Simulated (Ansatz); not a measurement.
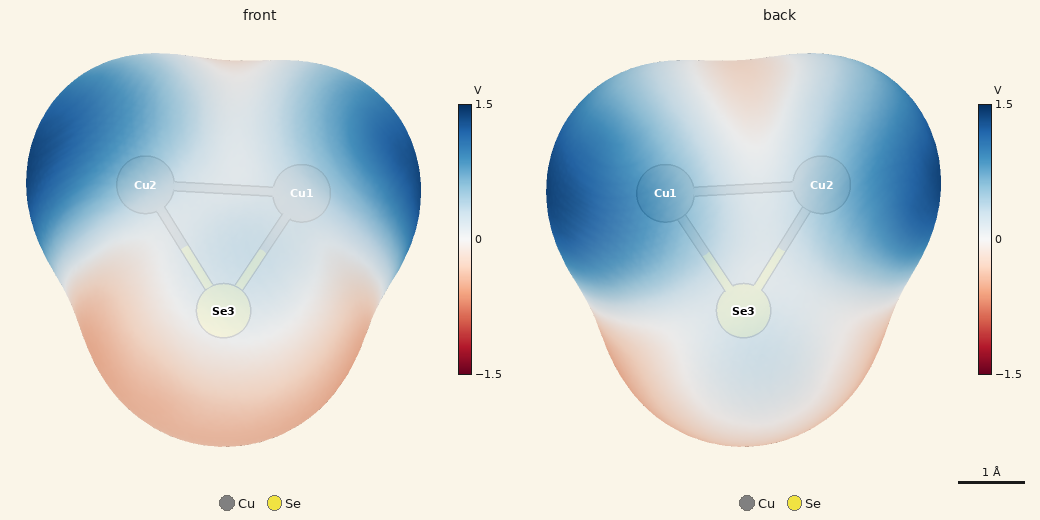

Cu2Se (triplet). The electrostatic potential painted on the density surface at 0.002 e/bohr³, seen from the front and from behind; the colour scale runs from red (negative) to blue (positive).

Geometry: PBE0-D4/def2-TZVP.

Computed with UKS PBE0-D4/def2-TZVP in Ansatz 0.2.0.

```xyz
3

Cu    0.7505   -0.4620   -1.0592
Cu   -0.5575    1.2600   -0.0065
Se   -0.1930   -0.7981    1.0657
```

Question: Which sites attract a positive test charge, and which a negative one?

Answer: A positive charge is drawn to the negative regions and a negative charge to the positive ones. The most negative region (about −0.5 V) lies over Se3, the most positive (about +1.4 V) over Cu1 and Cu2.
